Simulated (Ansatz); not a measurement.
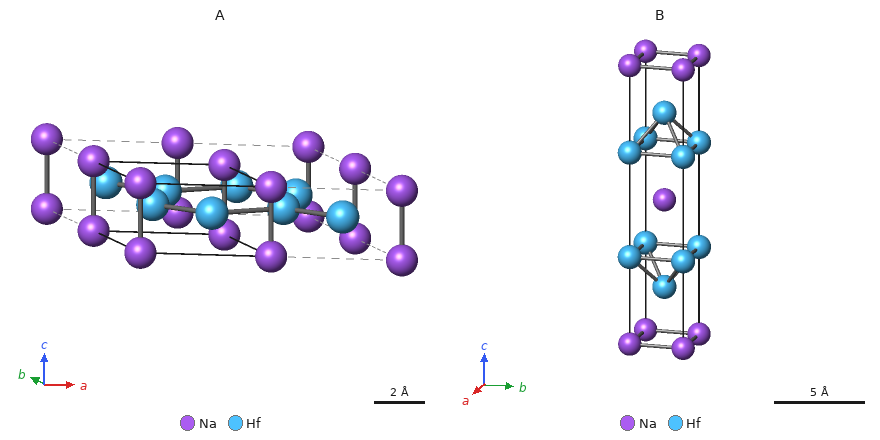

Two structures of NaHf2, each relaxed to rest (conventional cells in solid outline, small ones repeated, not to one scale). Method: DFT PBE, scalar-relativistic, plane waves, PAW (Ansatz), without spin polarisation.

State the structure in each panel.

A: AlB₂ type, P6/mmm. B: 6 atoms a cell on a body-centred tetragonal lattice, I4/mmm.

Which structure is more stable?

B is lower, by 569 meV/atom at this level of theory (energies at zero smearing). Volumes: A 24.0, B 26.1 Å³/atom.

One or both may be structure types tried for this composition rather than known phases.
